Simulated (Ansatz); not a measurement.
**Cl3H3O2W: density, localisation and related maps**

Input file:

```
crystal:
  periodic: [false, false, false]
  atoms:
    - { symbol: W, position_ang: [0.0, 0.0, 0.0] }
    - { symbol: Cl, position_ang: [0.0, 0.0, 2.39] }
    - { symbol: O, position_ang: [1.94, 0.0, 0.0] }
    - { symbol: H, position_ang: [2.2771, -0.9519, -0.0197] }
    - { symbol: H, position_ang: [0.0, 1.72, 0.0] }
    - { symbol: Cl, position_ang: [-2.39, 0.0, 0.0] }
    - { symbol: Cl, position_ang: [0.0, -2.39, 0.0] }
    - { symbol: O, position_ang: [0.0, 0.0, -1.94] }
    - { symbol: H, position_ang: [0.5278, 0.7924, -2.2771] }
basis:
  gaussian: { orbitals: def2-SVP }
hamiltonian:
  xc: b3lyp
  dispersion: d4
relax:
  f_tol: 0.02
  max_steps: 40
output:
  orbitals: {}
```

Launched as:

```sh
ansatz run input.yaml --threads 2 --pin off --max-ram 3072MiB --backend cpu --events-out ev --progress --plain --runs-dir out
```

The fields are those of the run's last geometry, not of the input's.

Core potentials replace the inner electrons of W.

Computed with RKS B3LYP-D4/def2-SVP (Ansatz 0.2.0).

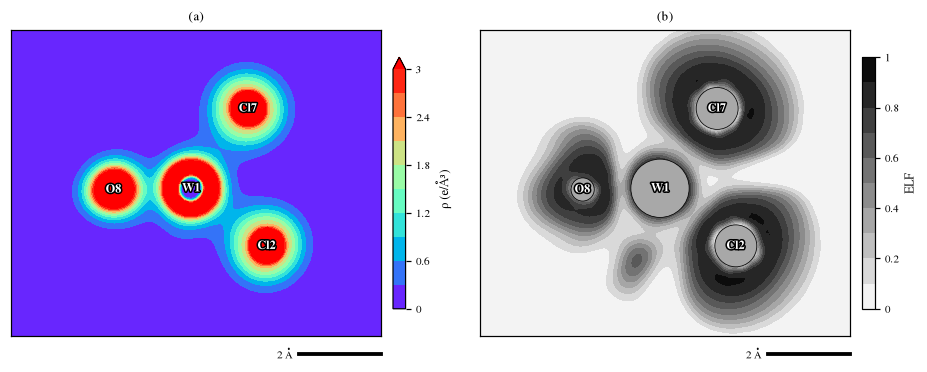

Figure 1. (a) electron density; (b) electron localisation function on the plane of atoms Cl2, W1 and Cl7. Grey discs cover the atomic cores in the ELF map.

What does the map show?

The plane passes through W, Cl and O nuclei. W–O (1.89 Å): ρ is about 1.2 e/Å³ halfway; the ELF peaks at about 0.85 in the valence shell of O, 0.6 Å from its nucleus, and drops to about 0.30 between the two atoms. W–Cl (2.31 Å): the density is about 0.67 e/Å³ at the midpoint; the ELF peaks at about 0.85 in the valence shell of Cl, 0.9 Å from its nucleus, and is about 0.40 at the midpoint. W–Cl (2.38 Å): ρ at the midpoint is about 0.59 e/Å³; the ELF peaks at about 0.85 in the valence shell of Cl, 0.9 Å from its nucleus, and is about 0.40 at the midpoint.

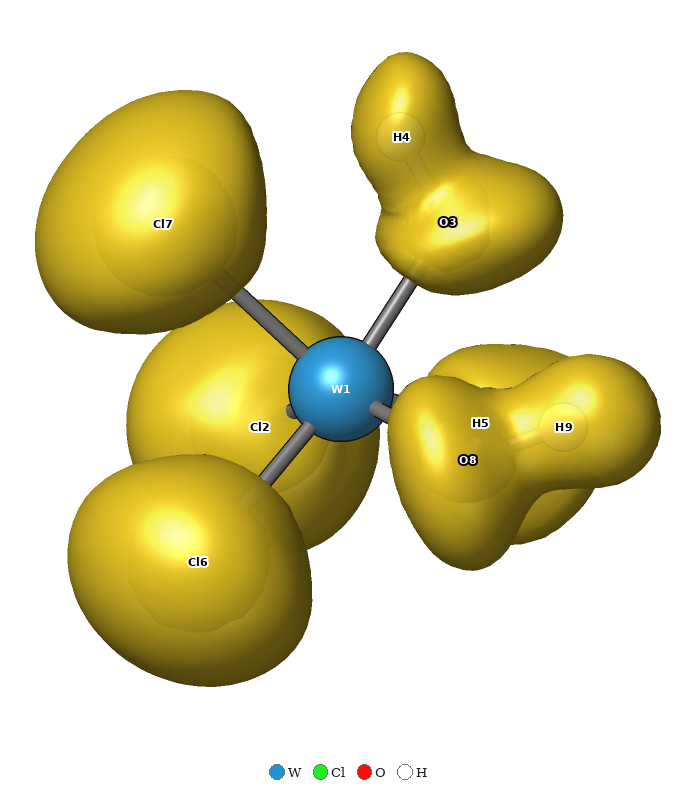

Figure 2. Isosurface of the electron localisation function at 0.75 (yellow), seen at a tilt. Only the valence region is drawn (cores and ρ < 0.01 e/Å³ removed).

Where are the electrons localised?

At this value the surface marks out one region around a hydrogen nucleus, three regions wrapped around Cl (the valence shell of each) and two joined regions spread over several atoms (H, O), in which their bonds and any lone pairs are merged.

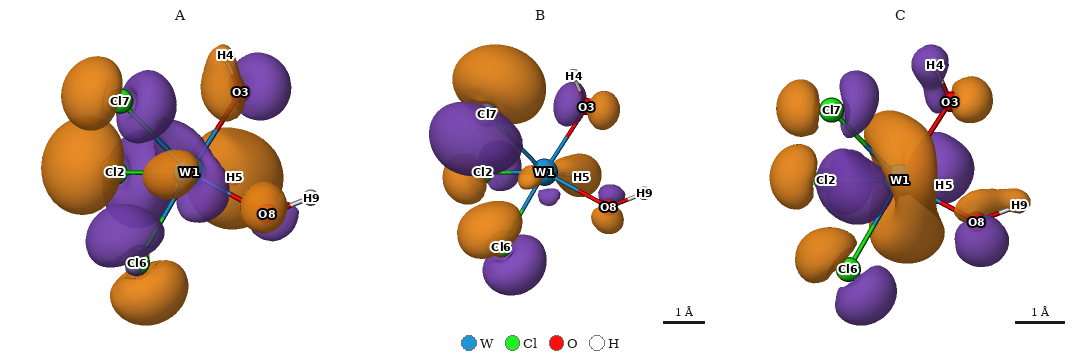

Figure 3. Three frontier orbitals at ±0.1 Å⁻³ᐟ² (orange and purple are the two phases), in no order.

Order the three orbitals by energy and name them.

B is the HOMO−1 (−8.53 eV). Its weight (Hirshfeld) is mainly on Cl7 (about 65 %) and Cl6 (about 15 %). A is the HOMO (−8.18 eV). It lies mainly on Cl2 (about 30 %), H5 (about 15 %), W1 (about 15 %), Cl6 (about 15 %), Cl7 (about 10 %) and O3 (about 10 %). C is the LUMO (−4.35 eV). By Hirshfeld shares it lies mainly on W1 (about 65 %), Cl6 (about 10 %), Cl2 (about 5 %) and Cl7 (about 5 %).

What is the HOMO–LUMO gap?

3.83 eV between the orbital energies.
